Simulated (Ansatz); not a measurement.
# Calculations on BNH4S2

## 1. Relaxation

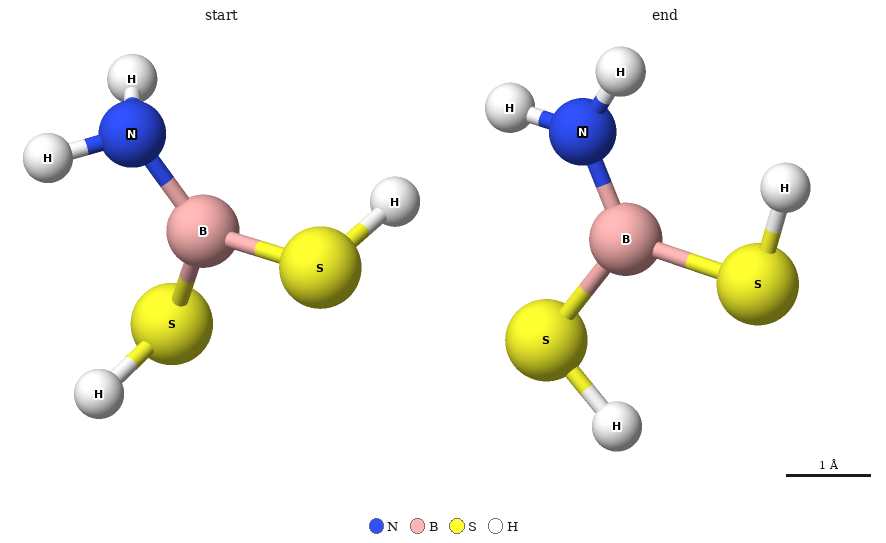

The structure of BNH4S2 before (left) and after (right) a relaxation, at one scale.

A ball-and-stick model, seen at a tilt.

The run prepares an end point of a later path (torsion) calculation, from a guessed geometry.

All numbers below come from Ansatz, RKS BHLYP-D4/def2-SVP. (no spin polarisation; force threshold 0.015 eV/Å; at most 40 steps)

What changed between the two?

Answer. Over 15 geometry steps the energy falls by 2.280 eV. Largest force component: 1.7 eV/Å at the start, 0.0057 eV/Å at the end. The atom that moves furthest after the best rigid fit is an H atom (1.87 Å). Largest moves by element: H 1.87 Å, S 0.88 Å, B 0.32 Å, N 0.28 Å. Some distances before and after: H–S 1.415 → 1.341 Å, B–N 1.458 → 1.394 Å, H–N 1.068 → 1.004 Å, B–S 1.852 → 1.828 Å. Among the angles between lasting bonds that change: B–N–H 110.9° → 123.6°, B–N–H 111.4° → 122.7°, H–N–H 106.0° → 113.7°. Groups turn about B–S by about 90°, B–S by about 90°.

## 2. Relaxation

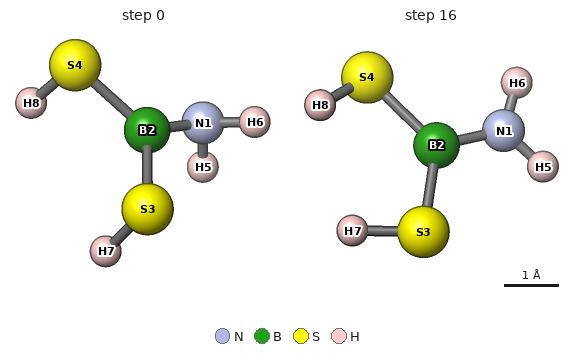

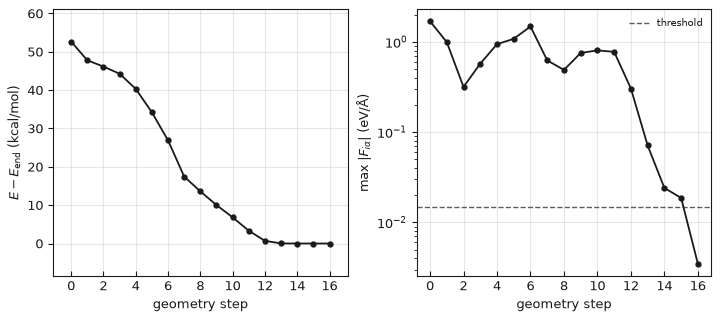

First and last geometry of a relaxation of BNH₄S₂, with the history of the run. A ball-and-stick model, seen at a tilt.

The run prepares an end point of a later path (torsion) calculation, from a guessed geometry.

These are results of RKS BHLYP-D4/def2-SVP in Ansatz 0.2.0, not measurements.

Input file:
```yaml
crystal:
  periodic: [false, false, false]
  atoms:
    - { symbol: "N", position_ang: [-0.684, 1.0536, -0.305] }
    - { symbol: B, position_ang: [-0.0489, -0.221, 0.0074] }
    - { symbol: S, position_ang: [1.7373, -0.2412, 0.4945] }
    - { symbol: S, position_ang: [-0.9374, -1.8182, -0.0934] }
    - { symbol: H, position_ang: [-0.1882, 1.5375, -1.1078] }
    - { symbol: H, position_ang: [-0.6336, 1.7275, 0.5217] }
    - { symbol: H, position_ang: [2.2139, -0.3805, -0.8243] }
    - { symbol: H, position_ang: [-0.55088, -1.99868, -1.44276] }
basis:
  gaussian: { orbitals: def2-SVP }
hamiltonian:
  xc: { name: BHLYP }
  dispersion: d4
relax:
  f_tol: 0.015
  max_steps: 40
output:
  orbitals: {}
```

Launched with:
```bash
ansatz run input.yaml --threads 1 --pin off --max-ram 2048MiB --backend cpu --events-out ev --progress --plain --runs-dir out
```

Q: What do the curves and the structures tell?

A: It converged. After 16 geometry steps the energy has fallen by 52.7 kcal/mol. The largest force component goes from 1.7 to 0.0035 eV/Å. The atom that moves furthest after the best rigid fit is H5 (1.26 Å). Largest moves by element: H 1.26 Å, S 0.79 Å, B 0.44 Å, N 0.33 Å. Some distances before and after: S4–H8 1.415 → 1.337 Å, S3–H7 1.409 → 1.337 Å, N1–B2 1.458 → 1.393 Å, N1–H6 1.068 → 1.004 Å. Bond angles that change, for instance: B2–N1–H5 110.9° → 123.0°, H5–N1–H6 106.0° → 114.0°, B2–S4–H8 91.8° → 98.2°. Groups turn about B2–S4 by about 100°, B2–S3 by about 75°. The run took 2.1 min on 1 thread of Intel(R) Xeon(R) Processor @ 2.50GHz (Skylake/Cascade Lake), with other jobs on the host, peak memory 0.18 GiB.

## 3. Path

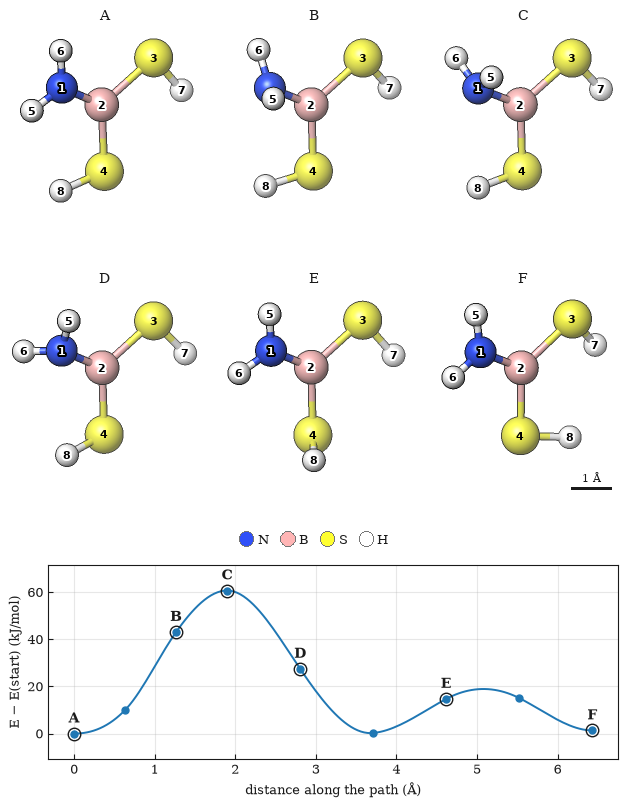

A search for the minimum-energy path of BNH4S2 by the nudged elastic band. Images are numbered from 0 (start) to 8 (end). Frames A to F are images 0, 2, 3, 4, 6, 8. A ball-and-stick model, seen at a tilt.

Computed with Ansatz 0.2.0, RKS BHLYP-D4/def2-SVP.

The input:
```yaml
crystal:
  periodic: [false, false, false]
  atoms:
    - { symbol: "N", position_ang: [-0.561119, 1.094149, -0.008779] }
    - { symbol: B, position_ang: [0.225459, -0.056451, -0.011749] }
    - { symbol: S, position_ang: [2.043196, 0.130373, -0.042507] }
    - { symbol: S, position_ang: [-0.470489, -1.74314, 0.01275] }
    - { symbol: H, position_ang: [-1.563858, 1.080502, 0.003729] }
    - { symbol: H, position_ang: [-0.169304, 2.018764, -0.019457] }
    - { symbol: H, position_ang: [2.357947, -1.170858, -0.027346] }
    - { symbol: H, position_ang: [-1.769533, -1.410439, 0.03756] }
basis:
  gaussian: { orbitals: def2-SVP }
hamiltonian:
  xc: { name: BHLYP }
  dispersion: d4
neb:
  order_check: false
  images: 7
  f_tol: 0.05
  max_iterations: 36
  initial_path: idpp
  final_atoms:
    - { symbol: "N", position_ang: [-0.55347943, 1.34876786, -0.0452039] }
    - { symbol: B, position_ang: [-0.01763951, 0.06318169, -0.00889052] }
    - { symbol: S, position_ang: [1.79436101, -0.10404883, 0.17680686] }
    - { symbol: S, position_ang: [-1.17165782, -1.34898487, -0.14975936] }
    - { symbol: H, position_ang: [0.01319833, 2.17683639, -0.0711883] }
    - { symbol: H, position_ang: [-1.54084398, 1.529473, -0.04756883] }
    - { symbol: H, position_ang: [1.89895472, -1.40154296, -0.12977614] }
    - { symbol: H, position_ang: [-0.33059431, -2.32078228, 0.21978119] }
```

Run as
```bash
ansatz run input.yaml --threads 1 --pin off --max-ram 2048MiB --backend cpu --events-out ev --progress --plain --runs-dir out
```

What happens along the path, and what is the barrier?

The path has more than one stage, and so few images may leave a stage unresolved. No bond forms or breaks between the ends. Bond angles that change up to the highest image, for instance: B2–N1–H5 123.6° → 113.1°, B2–N1–H6 122.7° → 113.1°. The energy climbs by 60.7 kJ/mol to image 3 and then falls by 59.4 kJ/mol, so the end point sits at +1.3 kJ/mol. The profile has 2 maxima (images 3, 7) with a dip at image 5 (+0.3 kJ/mol), so the process runs in steps. The band converged in 14 iterations. The largest component of the band force went from 1.8 to 0.048 eV/Å. The climbing image converged on the top of the path. Its vibrational analysis gives one imaginary mode (425i cm⁻¹), as a transition state must have.
